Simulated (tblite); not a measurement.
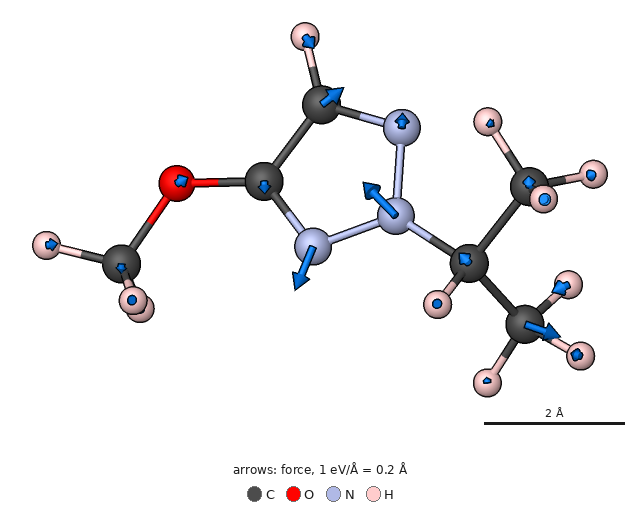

Starting geometry of C6H11N3O with the computed forces as blue arrows. A ball-and-stick model, seen at a tilt.

Computed with tblite 0.8.0, GFN2-xTB geometry optimisation, gas phase. 

**Is this structure relaxed? If not, where do the atoms go?**

It isn't relaxed: the largest force vector, on an N atom, is 3.94 eV/Å. The final displacements have little in common with the starting forces (cosine between the two patterns 0.09). After 168 geometry steps the energy has fallen by 94.7 kJ/mol. The largest move after the best rigid fit is that of an H atom, 1.40 Å. Largest moves by element: H 1.40 Å, N 0.73 Å, C 0.72 Å, O 0.10 Å. Among the contacts that change: C–H 1.138 → 1.087 Å, C–C 1.485 → 1.526 Å, C–H 1.107 → 1.068 Å, C–N 1.357 → 1.323 Å. Bond angles that change, for instance: N–N–N 106.6° → 114.9°, C–N–N 112.3° → 104.3°, C–N–N 129.8° → 122.1°. Groups turn about C–C by about 45°, C–N by about 40°, C–O by about 25°.
